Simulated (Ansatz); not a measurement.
# H2OSi···H2: what the fields show

```yaml
atoms:
  - { symbol: Si, position_ang: [-1.0054, 0.0806, 0.3076] }
  - { symbol: H, position_ang: [1.5960, 0.0916, 1.4517] }
  - { symbol: H, position_ang: [1.8156, 0.2777, 0.7518] }
  - { symbol: H, position_ang: [-0.2748, 0.9450, -0.7191] }
  - { symbol: O, position_ang: [-0.9325, -1.3276, -0.6102] }
  - { symbol: H, position_ang: [-1.3417, -2.0832, -0.1882] }
```

Level of theory: Ansatz 0.2.0, RKS BHLYP/cc-pVDZ.

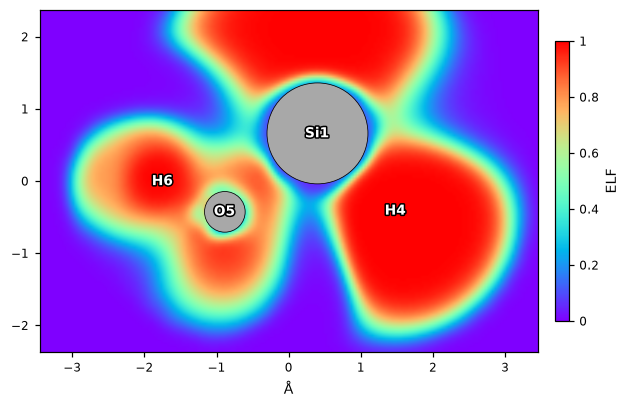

Figure 1. ELF on the plane of atoms Si1, O5 and H6. Grey discs cover the atomic cores.

> What do the fields say about this system?

The plane passes through Si, H and O nuclei. Si–O (1.68 Å): the ELF peaks at about 0.85 between the atoms: a polar covalent bond. O–H (0.96 Å): the ELF climbs to about 1 towards the hydrogen, as it does in any bond to H: an ordinary covalent bond to hydrogen. Si–H (1.53 Å): the ELF climbs to about 1 towards the hydrogen. The ELF also peaks beside O5, away from the bonds: lone-pair regions.

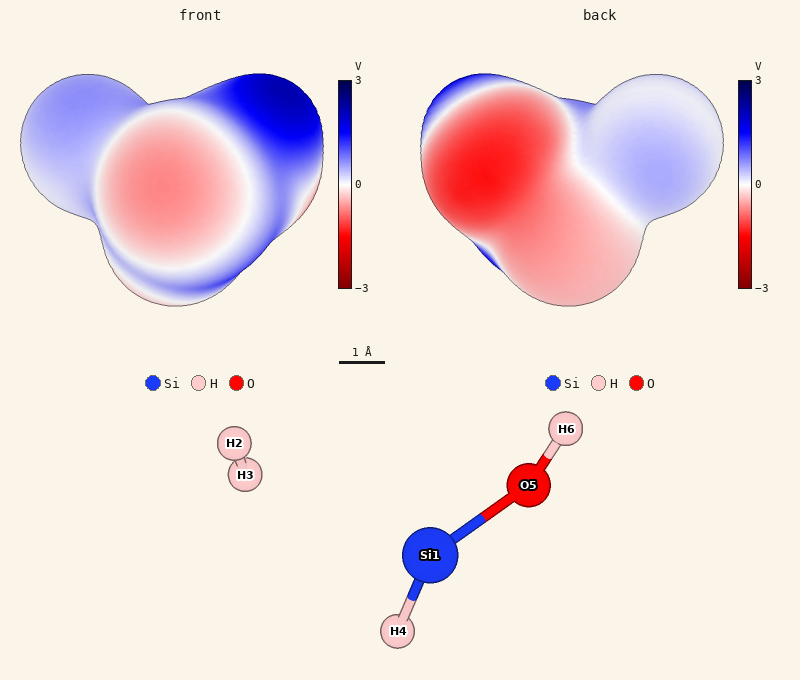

Figure 2. The molecular electrostatic potential painted on the density surface at 0.001 e/bohr³, seen from the front and from behind; red is negative and blue positive. The bare structure is drawn below in the same view.

> Which sites attract a positive test charge, and which a negative one?

A positive charge is drawn to the negative regions and a negative charge to the positive ones. The most negative region (about −1.4 V, or −32 kcal/mol for a unit charge) lies over O5, the most positive (about +2.1 V, or +48 kcal/mol for a unit charge) over H6. O5 is the likeliest acceptor of a hydrogen bond.

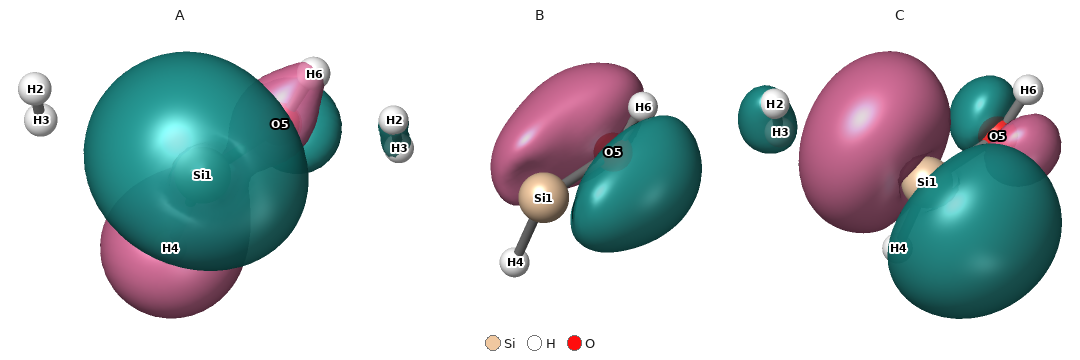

Figure 3. Three frontier orbitals at ±0.1 Å⁻³ᐟ² (teal and pink are the two phases), in no order.

> Order the three orbitals by energy and name them.

B is the HOMO−1 (−11.38 eV). It lies mainly on O5 (about 80 %); largely a lone pair of O5. A is the HOMO (−7.36 eV). By Hirshfeld shares it lies mainly on Si1 (about 70 %), H4 (about 15 %) and O5 (about 10 %). C is the LUMO (−0.71 eV). It lies mainly on Si1 (about 80 %) and O5 (about 10 %).

> What is the HOMO–LUMO gap?

6.65 eV between the orbital energies.
